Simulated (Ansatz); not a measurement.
## Geometry relaxation of C2H9NSn (charge +1) (part 2 of 2)

Continued. System: C2H9NSn (SnH3(NHEt)), charge +1, multiplicity 2. Method: UKS PBE-D4/def2-SVP (Ansatz 0.2.0). The geometry: PBE-D4/def2-SVP start.

Geometry of the input (Å):
```
Sn 0.5137  1.6396  1.1394
H  0.3286  1.9969  2.8188
H  2.1993  1.3802  0.7783
H  -0.1056  2.8955  0.1277
N  -0.7489  0.0335  0.7945
C  -0.8825  -0.5121  -0.5516
C  0.3105  -1.3127  -1.0870
H  -0.5954  -0.7166  1.4811
H  -1.7921  -1.1582  -0.5817
H  -1.1032  0.3296  -1.2464
H  1.2264  -0.6867  -1.1436
H  0.1107  -1.7131  -2.1034
H  0.5385  -2.1760  -0.4261
```

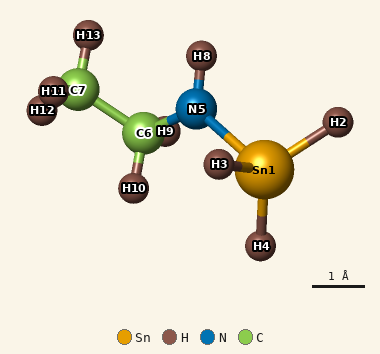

The geometry at step 12 of the log (ball-and-stick view, seen at a tilt; atoms are numbered from 1 in the order of the input).

**Trajectory as extended XYZ, continued**
```
13
Properties=species:S:1:pos:R:3:forces:R:3 step=4 energy=-9525.84263
Sn    0.5147    1.9059    1.2364   -0.0049  -0.0890  -0.0138
H     0.1878    1.9871    2.9123   -0.0053   0.0006  -0.0200
H     2.1240    1.4847    0.7934   -0.0478   0.0380   0.0129
H    -0.3197    2.9467    0.1667    0.0051  -0.0134   0.0046
N    -0.4471   -0.0245    0.7250    0.3026   0.4586   0.3692
C    -0.8018   -0.4626   -0.5753    0.3428  -0.0589  -0.1380
C     0.2820   -1.4494   -1.1318   -0.0642  -0.0342   0.1120
H    -0.4846   -0.7350    1.4799   -0.1273  -0.1271  -0.1998
H    -1.7648   -1.0026   -0.5188   -0.2875  -0.2101  -0.0757
H    -0.8940    0.4044   -1.2576   -0.0755   0.0257   0.0089
H     1.2629   -0.9426   -1.1937    0.0111   0.0095  -0.0368
H    -0.0351   -1.7644   -2.1446   -0.0380   0.0209  -0.0142
H     0.3756   -2.3476   -0.4918   -0.0110  -0.0205  -0.0093
13
Properties=species:S:1:pos:R:3:forces:R:3 step=5 energy=-9525.85505
Sn    0.5260    1.9024    1.2410   -0.0200  -0.0240   0.0037
H     0.1831    1.9940    2.9121    0.0045  -0.0053  -0.0061
H     2.1336    1.4867    0.8011   -0.0084   0.0220   0.0106
H    -0.3056    2.9400    0.1667    0.0021  -0.0059  -0.0058
N    -0.4411   -0.0162    0.7305    0.1035   0.1851   0.0974
C    -0.7971   -0.4648   -0.5730    0.0115  -0.0856  -0.0110
C     0.2870   -1.4461   -1.1325   -0.0204  -0.0232   0.0293
H    -0.5272   -0.7312    1.4756   -0.0403  -0.0725  -0.0804
H    -1.7626   -1.0234   -0.5170    0.0243   0.0070  -0.0313
H    -0.9080    0.4017   -1.2553   -0.0169  -0.0152   0.0075
H     1.2640   -0.9334   -1.2202   -0.0160  -0.0076  -0.0113
H    -0.0491   -1.7675   -2.1382   -0.0099   0.0103   0.0085
H     0.3969   -2.3423   -0.4909   -0.0141   0.0149  -0.0111
13
Properties=species:S:1:pos:R:3:forces:R:3 step=6 energy=-9525.86293
Sn    0.5063    1.9356    1.2629   -0.0181  -0.0135   0.0048
H     0.1578    1.9802    2.9341   -0.0065   0.0011   0.0013
H     2.1344    1.6117    0.8291    0.0108   0.0069  -0.0035
H    -0.3717    2.9425    0.1971   -0.0006   0.0065  -0.0021
N    -0.3785   -0.0099    0.7188   -0.0067   0.0578   0.0055
C    -0.7603   -0.4493   -0.5823    0.1448   0.0047  -0.0422
C     0.2590   -1.4945   -1.1399   -0.0274   0.0369   0.0341
H    -0.4449   -0.7473    1.4432   -0.0073  -0.0428  -0.0101
H    -1.7523   -0.9572   -0.5226   -0.0488  -0.0049   0.0165
H    -0.8315    0.4149   -1.2714   -0.0406   0.0108   0.0120
H     1.2640   -1.0404   -1.2265    0.0066  -0.0112  -0.0180
H    -0.0956   -1.7934   -2.1454   -0.0056  -0.0127  -0.0035
H     0.3132   -2.3931   -0.4971   -0.0005  -0.0396   0.0051
13
Properties=species:S:1:pos:R:3:forces:R:3 step=7 energy=-9525.86736
Sn    0.4685    1.9875    1.2995    0.0727  -0.0287  -0.0156
H     0.0944    1.9659    2.9677    0.0167  -0.0059  -0.0160
H     2.1269    1.8043    0.8627   -0.1138   0.0081   0.0396
H    -0.4756    2.9634    0.2577    0.0078  -0.0222   0.0021
N    -0.2760   -0.0034    0.7009   -0.0828  -0.0817  -0.0005
C    -0.6900   -0.4191   -0.5984    0.2158  -0.2127  -0.0908
C     0.2143   -1.5759   -1.1531    0.0064   0.1834   0.0957
H    -0.2948   -0.7789    1.3918    0.0316   0.0967  -0.0230
H    -1.7306   -0.8390   -0.5261    0.0756   0.0683   0.0172
H    -0.7055    0.4462   -1.2919   -0.0289  -0.0447   0.0194
H     1.2680   -1.2283   -1.2481   -0.2210  -0.0764   0.0078
H    -0.1765   -1.8427   -2.1552    0.0262  -0.0053   0.0199
H     0.1769   -2.4801   -0.5076   -0.0063   0.1212  -0.0560
13
Properties=species:S:1:pos:R:3:forces:R:3 step=8 energy=-9525.87074
Sn    0.4662    1.9881    1.3030    0.0269  -0.0321  -0.0373
H     0.1093    1.9598    2.9738   -0.0255   0.0115  -0.0132
H     2.1227    1.7946    0.8869   -0.0347   0.0123  -0.0025
H    -0.4744    2.9410    0.2375    0.0156   0.0109   0.0342
N    -0.2791    0.0033    0.6964   -0.0504  -0.0454   0.0078
C    -0.6887   -0.4196   -0.6016    0.1483  -0.1149  -0.0806
C     0.2147   -1.5698   -1.1542   -0.0391   0.1079   0.0625
H    -0.2982   -0.7650    1.3922    0.0245   0.0113   0.0067
H    -1.7268   -0.8411   -0.5245    0.0311   0.0451   0.0163
H    -0.7130    0.4428   -1.2977   -0.0148  -0.0204   0.0179
H     1.2621   -1.2187   -1.2617   -0.1085  -0.0413   0.0037
H    -0.1821   -1.8499   -2.1502    0.0219  -0.0036   0.0205
H     0.1873   -2.4656   -0.4998    0.0047   0.0586  -0.0363
13
Properties=species:S:1:pos:R:3:forces:R:3 step=9 energy=-9525.87705
Sn    0.4383    2.0059    1.3187    0.0018   0.0157   0.0174
H     0.0401    1.9583    2.9793   -0.0078  -0.0021   0.0004
H     2.1066    1.8941    0.9312   -0.0072  -0.0055  -0.0058
H    -0.5218    2.9412    0.2580   -0.0007   0.0066  -0.0034
N    -0.2118   -0.0014    0.6877    0.0648   0.0415   0.0212
C    -0.6255   -0.4125   -0.6118    0.0000   0.0125   0.0387
C     0.1794   -1.6116   -1.1716   -0.0229   0.1000   0.0521
H    -0.1942   -0.7770    1.3735    0.0314  -0.0493   0.0213
H    -1.6895   -0.7554   -0.5015   -0.0793  -0.0218  -0.0708
H    -0.6284    0.4568   -1.2991    0.0080  -0.0286  -0.0402
H     1.2399   -1.3233   -1.3052   -0.0025  -0.0281  -0.0229
H    -0.2525   -1.8812   -2.1546    0.0157  -0.0219   0.0081
H     0.1195   -2.4939   -0.5045   -0.0014  -0.0191  -0.0161
13
Properties=species:S:1:pos:R:3:forces:R:3 step=11 energy=-9525.88330
Sn    0.4066    2.0360    1.3440   -0.0378  -0.0083   0.0172
H    -0.0355    1.9349    2.9920    0.0102  -0.0017  -0.0013
H     2.0874    2.0275    0.9932   -0.0269  -0.0189  -0.0010
H    -0.5869    2.9415    0.2865    0.0113  -0.0099  -0.0059
N    -0.1282    0.0013    0.6716    0.0986  -0.0200  -0.0074
C    -0.5667   -0.3992   -0.6249   -0.1285  -0.0674   0.0658
C     0.1319   -1.6564   -1.1769    0.0707   0.0460   0.0127
H    -0.0190   -0.7955    1.3289   -0.0162   0.0499  -0.0427
H    -1.6665   -0.6522   -0.5095    0.1198   0.0521  -0.0501
H    -0.5230    0.4620   -1.3231   -0.0206  -0.0021  -0.0062
H     1.2118   -1.4537   -1.3414   -0.1132  -0.0374   0.0107
H    -0.3342   -1.9224   -2.1460    0.0206   0.0078   0.0241
H     0.0221   -2.5238   -0.4945    0.0121   0.0099  -0.0159
13
Properties=species:S:1:pos:R:3:forces:R:3 step=12 energy=-9525.88647
Sn    0.3841    2.0397    1.3546    0.0188   0.0342   0.0073
H    -0.0724    1.9218    2.9973   -0.0021  -0.0060  -0.0003
H     2.0680    2.0657    1.0271   -0.0038   0.0067   0.0047
H    -0.6126    2.9189    0.2795    0.0004   0.0035  -0.0015
N    -0.0697    0.0036    0.6560   -0.0358   0.0219   0.0493
C    -0.5438   -0.3911   -0.6276    0.0819  -0.0207  -0.0323
C     0.1109   -1.6689   -1.1744   -0.0287  -0.0025  -0.0318
H     0.0622   -0.7953    1.3034    0.0134  -0.0102  -0.0009
H    -1.6480   -0.5959   -0.5040   -0.0076   0.0006   0.0003
H    -0.4833    0.4644   -1.3342   -0.0174  -0.0121   0.0162
H     1.1910   -1.5063   -1.3573   -0.0073   0.0185   0.0031
H    -0.3743   -1.9275   -2.1343    0.0049  -0.0318  -0.0189
H    -0.0122   -2.5291   -0.4861   -0.0167  -0.0020   0.0050
13
Properties=species:S:1:pos:R:3:forces:R:3 step=13 energy=-9525.88784
Sn    0.3757    2.0519    1.3639   -0.0068  -0.0112  -0.0056
H    -0.0952    1.9146    3.0014   -0.0019  -0.0024  -0.0039
H     2.0619    2.1060    1.0539   -0.0037   0.0011   0.0014
H    -0.6266    2.9189    0.2839    0.0019   0.0043   0.0011
N    -0.0454    0.0070    0.6517   -0.0039  -0.0179  -0.0424
C    -0.5229   -0.3927   -0.6316   -0.0350   0.0569   0.0073
C     0.0951   -1.6835   -1.1813    0.0277  -0.0079   0.0390
H     0.1131   -0.7939    1.2898    0.0185  -0.0169   0.0266
H    -1.6329   -0.5691   -0.5001    0.0015   0.0020  -0.0003
H    -0.4611    0.4631   -1.3376    0.0075  -0.0103  -0.0136
H     1.1772   -1.5410   -1.3696    0.0023  -0.0163   0.0043
H    -0.3946   -1.9450   -2.1383   -0.0227   0.0182  -0.0069
H    -0.0445   -2.5363   -0.4862    0.0146   0.0003  -0.0071
13
Properties=species:S:1:pos:R:3:forces:R:3 step=14 energy=-9525.88855
Sn    0.3556    2.0610    1.3724    0.0392  -0.0117   0.0161
H    -0.1431    1.8918    2.9998    0.0020  -0.0017  -0.0127
H     2.0474    2.1760    1.0988   -0.0395  -0.0079   0.0061
H    -0.6521    2.9155    0.2873   -0.0016  -0.0116  -0.0045
N     0.0103    0.0077    0.6387   -0.0107  -0.0344  -0.0262
C    -0.4928   -0.3863   -0.6364   -0.0477  -0.0620   0.0184
C     0.0689   -1.7052   -1.1826    0.0410   0.0555   0.0255
H     0.2100   -0.7978    1.2622    0.0045   0.0465  -0.0120
H    -1.6116   -0.5117   -0.4925    0.0656   0.0034  -0.0102
H    -0.4134    0.4646   -1.3488    0.0127  -0.0282  -0.0104
H     1.1550   -1.6083   -1.3881   -0.0574  -0.0060   0.0140
H    -0.4427   -1.9582   -2.1308   -0.0120   0.0234  -0.0013
H    -0.0917   -2.5491   -0.4800    0.0038   0.0347  -0.0027
13
Properties=species:S:1:pos:R:3:forces:R:3 step=15 energy=-9525.88902
Sn    0.3558    2.0633    1.3759    0.0109  -0.0345  -0.0175
H    -0.1531    1.8815    2.9986    0.0069   0.0139  -0.0094
H     2.0473    2.1717    1.1042   -0.0279   0.0095   0.0137
H    -0.6538    2.8993    0.2781    0.0061   0.0140   0.0113
N     0.0164    0.0128    0.6355   -0.0027  -0.0571   0.0040
C    -0.4921   -0.3840   -0.6363   -0.0264  -0.0271   0.0139
C     0.0660   -1.7023   -1.1796    0.0232   0.0070   0.0011
H     0.2282   -0.7914    1.2574   -0.0073   0.0453  -0.0293
H    -1.6103   -0.5057   -0.4920    0.0443   0.0078   0.0027
H    -0.4114    0.4630   -1.3533    0.0056  -0.0078   0.0013
H     1.1509   -1.6089   -1.3887   -0.0317  -0.0017   0.0086
H    -0.4495   -1.9559   -2.1257   -0.0039   0.0126   0.0022
H    -0.0943   -2.5435   -0.4743    0.0029   0.0182  -0.0024
13
Properties=species:S:1:pos:R:3:forces:R:3 step=16 energy=-9525.88955
Sn    0.3523    2.0610    1.3747    0.0011  -0.0026   0.0019
H    -0.1627    1.8845    2.9956   -0.0014  -0.0001  -0.0031
H     2.0437    2.1822    1.1208   -0.0030   0.0006   0.0006
H    -0.6517    2.9043    0.2777    0.0019   0.0013   0.0010
N     0.0251    0.0106    0.6316    0.0061   0.0016   0.0001
C    -0.4893   -0.3865   -0.6370    0.0196  -0.0064   0.0129
C     0.0615   -1.7054   -1.1811    0.0009   0.0029   0.0023
H     0.2459   -0.7920    1.2499    0.0046   0.0019   0.0091
H    -1.6051   -0.5011   -0.4846   -0.0181  -0.0007  -0.0099
H    -0.4069    0.4590   -1.3551   -0.0075   0.0081  -0.0089
H     1.1449   -1.6158   -1.3938    0.0008  -0.0008  -0.0029
H    -0.4590   -1.9564   -2.1248   -0.0033  -0.0011  -0.0052
H    -0.0987   -2.5443   -0.4739   -0.0017  -0.0048   0.0022
13
Properties=species:S:1:pos:R:3:forces:R:3 step=17 energy=-9525.88972
Sn    0.3470    2.0633    1.3782    0.0031   0.0003  -0.0009
H    -0.1798    1.8783    2.9945    0.0000  -0.0025  -0.0033
H     2.0391    2.2018    1.1381   -0.0051  -0.0015   0.0016
H    -0.6569    2.9015    0.2773    0.0013   0.0002  -0.0004
N     0.0429    0.0119    0.6266    0.0032  -0.0091   0.0033
C    -0.4805   -0.3859   -0.6383    0.0056  -0.0075   0.0127
C     0.0531   -1.7113   -1.1817    0.0042   0.0033   0.0022
H     0.2787   -0.7901    1.2407    0.0009   0.0110  -0.0026
H    -1.5980   -0.4853   -0.4818   -0.0029   0.0000  -0.0069
H    -0.3950    0.4574   -1.3594   -0.0035   0.0049  -0.0046
H     1.1365   -1.6345   -1.4007   -0.0049  -0.0002  -0.0010
H    -0.4747   -1.9601   -2.1221   -0.0013   0.0016  -0.0008
H    -0.1124   -2.5468   -0.4715   -0.0006  -0.0004   0.0007
13
Properties=species:S:1:pos:R:3:forces:R:3 step=18 energy=-9525.88979
Sn    0.3407    2.0663    1.3795    0.0019  -0.0051   0.0083
H    -0.2021    1.8662    2.9888   -0.0005   0.0036  -0.0014
H     2.0340    2.2216    1.1611   -0.0025  -0.0012  -0.0003
H    -0.6598    2.8999    0.2722    0.0013  -0.0024  -0.0006
N     0.0631    0.0132    0.6221    0.0058  -0.0126  -0.0047
C    -0.4716   -0.3856   -0.6378   -0.0072  -0.0040   0.0090
C     0.0434   -1.7168   -1.1815    0.0020  -0.0016  -0.0027
H     0.3204   -0.7873    1.2299   -0.0060   0.0192  -0.0121
H    -1.5903   -0.4685   -0.4765    0.0077  -0.0004  -0.0019
H    -0.3838    0.4555   -1.3625   -0.0001   0.0012   0.0018
H     1.1259   -1.6534   -1.4092   -0.0053   0.0010   0.0006
H    -0.4936   -1.9623   -2.1178    0.0025   0.0012   0.0042
H    -0.1264   -2.5490   -0.4683    0.0004   0.0011  -0.0004
```

**Results in brief**

```tsv
quantity	value
outcome	converged
total energy	−9525.8898 eV
mean-field energy	−9525.6861 eV
dispersion energy	−0.2038 eV
⟨S²⟩	0.753
HOMO (either spin)	−11.99 eV
LUMO (either spin)	−10.27 eV
largest force (length of the vector) at the end	0.023 eV/Å
hardware	4 threads of Arm Neoverse V2, 23 GiB of memory available, shared host
wall time	20 s (CPU time 70 s)
peak memory	0.16 GiB
```
